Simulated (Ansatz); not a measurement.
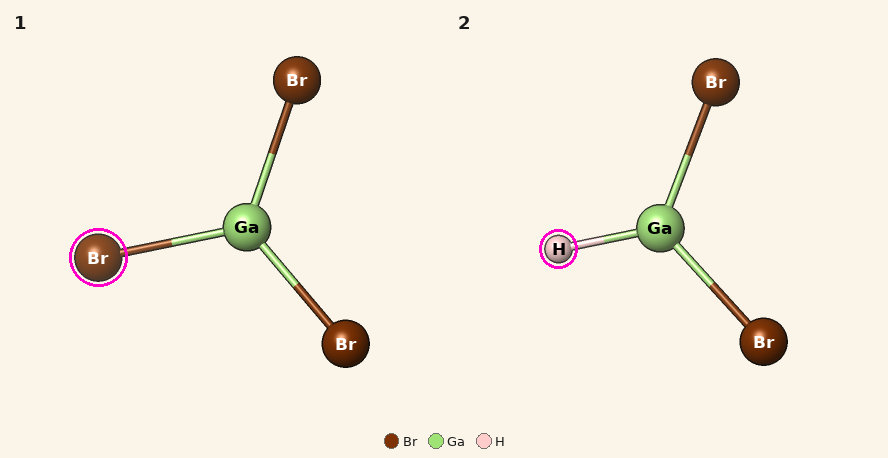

2 molecules with one skeleton, seen from the same side and at one scale; the atom that differs is circled. Each species is neutral and a spin singlet. Computed geometries: PBE0-D4/def2-TZVP optimisations, one conformation each. Properties computed with Ansatz 0.2.0.

One atom differs, called X below: Br in panel 1, H in panel 2. Their formulas are GaBr3 (`[Br][Ga]([Br])[Br]`), Br2GaH (`[Br][GaH][Br]`).

> In which is the dipole moment larger (B3LYP-D4/def2-TZVPP)?

In panel 2 (X = H).

> In which is the length of X–Ga larger (PBE0-D4/def2-TZVP)?

In panel 1 (X = Br).

Give the values. With PBE0-D4/def2-TZVP: length of X–Ga (Å), mean angle X–Ga–Br (°). With ωB97M-V/def2-SVP: HOMO energy (Kohn–Sham orbital) (eV), HOMO–LUMO gap (eV). With B3LYP-D4/def2-TZVPP: dipole moment (D).

| quantity | 1 (Br) | 2 (H) | 2 − 1 |
| --- | --- | --- | --- |
| length of X–Ga (Å) | 2.261 | 1.548 | −0.713 |
| mean angle X–Ga–Br (°) | 120.0 | 122.0 | +2.0 |
| HOMO energy (Kohn–Sham orbital) (eV) | −10.76 | −10.56 | +0.20 |
| HOMO–LUMO gap (eV) | 10.64 | 10.54 | −0.10 |
| dipole moment (D) | 0.00 | 1.41 | +1.41 |
